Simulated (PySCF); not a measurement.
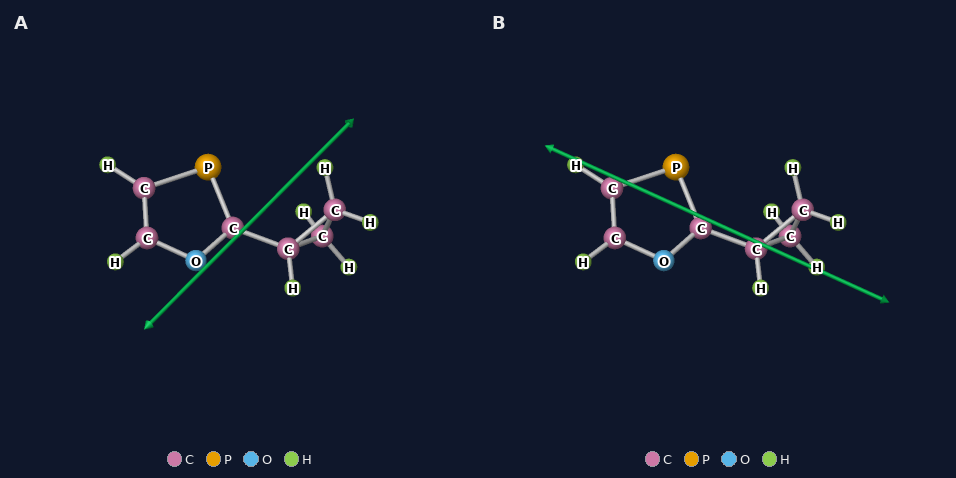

The double arrows show the directions of two transition dipoles from the ground state (lengths mean nothing). Computed geometry: GFN2-xTB optimisation. No frequency run is at hand to confirm it as a minimum. Method: TDDFT B3LYP/def2-SVPD, vertical, gas phase, core orbitals frozen in the response (PySCF 2.14.0).

One belongs to singlet state 1 and one to singlet state 7. Which is which?

Answer. A: state 7, 6.33 eV (196 nm), oscillator strength 0.18, mainly HOMO−1 → LUMO (weight 0.62).
B: state 1, 4.86 eV (255 nm), oscillator strength 0.20, mainly HOMO → LUMO (weight 0.95).

The geometry is semi-empirical. Around P such bond lengths and angles can be off by a tenth of an ångström or more and by several degrees, and values that hang on the shape move with them.
